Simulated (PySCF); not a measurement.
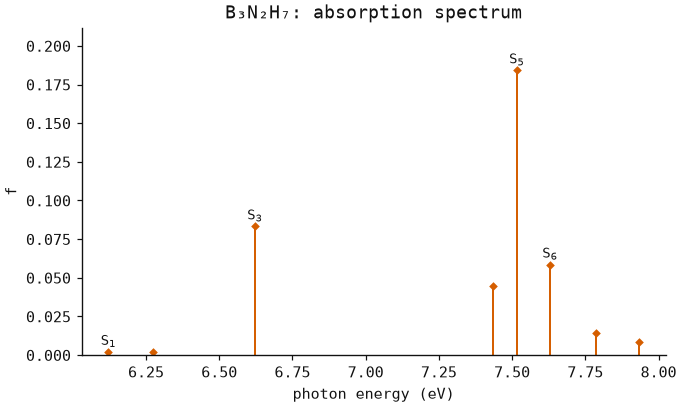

Computed absorption of B₃N₂H₇, SMILES BN(B)BN. Vertical TDDFT excitations, CAM-B3LYP/def2-SVPD with PySCF 2.14.0, at a GFN2-xTB geometry (no frequency check), gas phase. The lowest 8 singlet states are shown.

Question: Which of the computed transitions is the brightest, and what character does the calculation give it?

Answer: S5 at 7.52 eV (165 nm), f = 0.184, mainly HOMO → LUMO+1 (64 %).

Question: Where is the lowest singlet, and is it bright?

Answer: S1 lies at 6.12 eV (203 nm) with f = 0.002, mainly HOMO−1 → LUMO (72 %); it is dark or nearly so.

Question: List the transitions behind the spectrum.

Answer:
```
state  E (eV)  λ (nm)      f          main character
   S1    6.12     203  0.002    HOMO−1 → LUMO (72 %)
   S2    6.28     198  0.002    HOMO−2 → LUMO (78 %)
   S3    6.62     187  0.083      HOMO → LUMO (76 %)
   S4    7.44     167  0.044    HOMO−3 → LUMO (54 %)
   S5    7.52     165  0.184    HOMO → LUMO+1 (64 %)
   S6    7.63     163  0.059    HOMO → LUMO+2 (71 %)
   S7    7.79     159  0.014  HOMO−1 → LUMO+1 (63 %)
   S8    7.93     156  0.009  HOMO−2 → LUMO+1 (65 %)
```

Note: the tight-binding geometry is rougher than a DFT one and adds to the error; one conformer of a flexible molecule; core orbitals are frozen in the response.
